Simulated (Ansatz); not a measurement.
# CH$_{5}$NaSi (SMILES C[SiH2][Na]): what the fields show

Input file:

```
crystal:
  periodic: [false, false, false]
  atoms:
    - {symbol: C, position_ang: [0.160476, 0.339733, -0.874365]}
    - {symbol: Na, position_ang: [1.084772, 1.416987, 2.910776]}
    - {symbol: Si, position_ang: [-0.588911, 0.532664, 0.879374]}
    - {symbol: H, position_ang: [-1.224237, -0.808673, 1.184513]}
    - {symbol: H, position_ang: [0.993750, -0.380637, -0.866178]}
    - {symbol: H, position_ang: [0.556423, 1.301143, -1.238042]}
    - {symbol: H, position_ang: [-1.803407, 1.419115, 0.691913]}
    - {symbol: H, position_ang: [-0.589445, -0.015532, -1.599141]}
basis:
  gaussian:
    orbitals: def2-TZVPD
hamiltonian:
  xc: {name: PBE0}
output: {forces: true, orbitals: {seedname: orbitals}}
```

Launched as:

```sh
ansatz run input.yaml --threads 1 --pin off --max-ram 2610MiB --events-out events.jsonl --progress --plain --runs-dir runs
```

Geometry: PBE0-D3(BJ)/def2-SVP.

Level of theory: isolated molecule in a Gaussian basis; Kohn-Sham density functional theory, functional PBE0 (Ansatz 0.2.0).

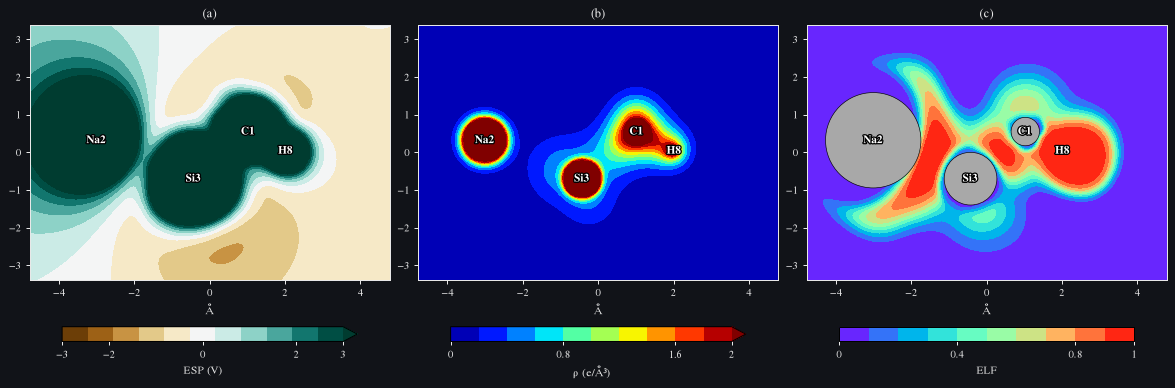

Figure 1. (a) molecular electrostatic potential; (b) electron density; (c) electron localisation function on the plane of atoms Si3, C1 and H8. Grey discs cover the atomic cores in the ELF map.

> Interpret the plot.

The plane passes through C, Na, Si and H nuclei.
C–Si (1.92 Å): the density is about 0.87 e/Å³ at the midpoint; the ELF peaks at about 0.95 between the atoms, as expected for localised, covalent bonding.
Na–Si (2.78 Å): the density is about 0.24 e/Å³ at the midpoint; the ELF peaks at about 1 in the valence shell of Si, 1.2 Å from its nucleus, and is about 0.95 at the midpoint.
C–H (1.10 Å): the density is about 1.9 e/Å³ at the midpoint; the ELF climbs to about 1 towards the hydrogen, as it does in any bond to H; a covalent bond by its length.
Outside the dense part of the molecule the potential is most negative (−1.4 V) near H4, which lies off the plane.

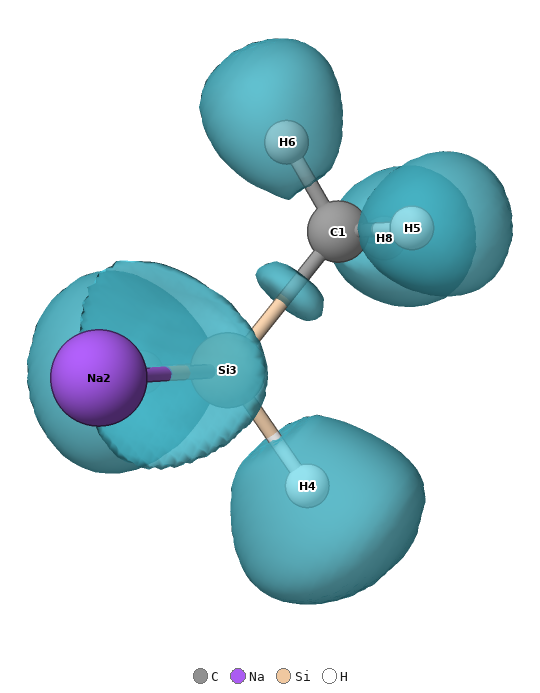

Figure 2. Isosurface of the ELF at 0.9 (cyan), seen at an oblique angle. Only the valence region is drawn (cores and ρ < 0.01 e/Å³ removed).

> Describe the localisation domains.

The ELF exceeds this value in one region between bonded C–Si atoms (shared pairs), five regions around hydrogen nuclei and one lobe of the valence shell of Si pointing towards Na (polar bonds).

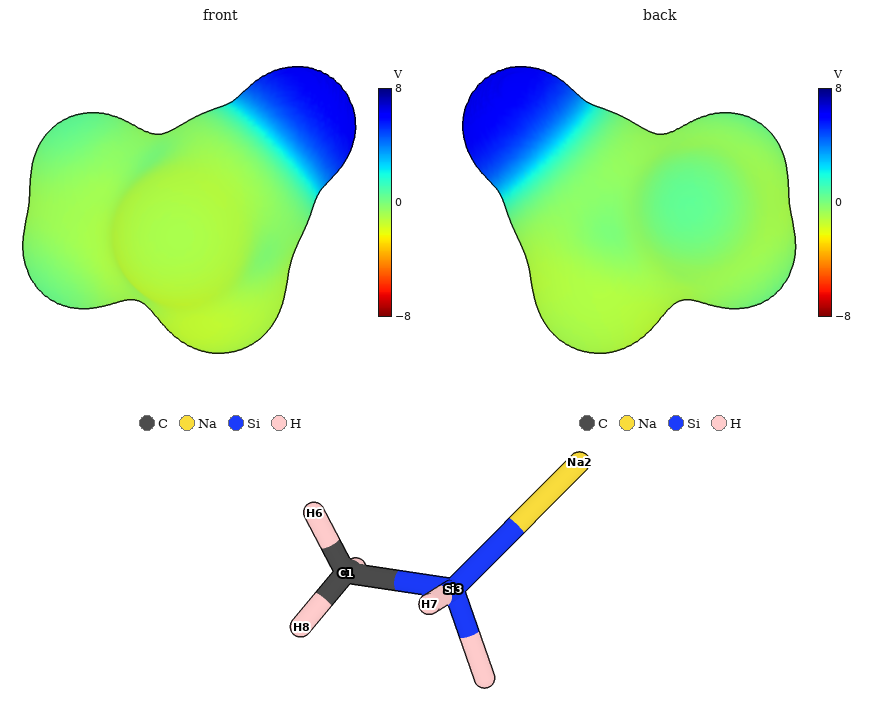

Figure 3. The molecular electrostatic potential painted on the density surface at 0.004 e/bohr³, seen from the front and from behind; the colour scale runs from red (negative) to blue (positive). The bare structure is drawn below in the same view.

> Describe the electrostatic potential map.

The most negative region (about −1.4 V) lies over H4, the most positive (about +6.5 V) over Na2.
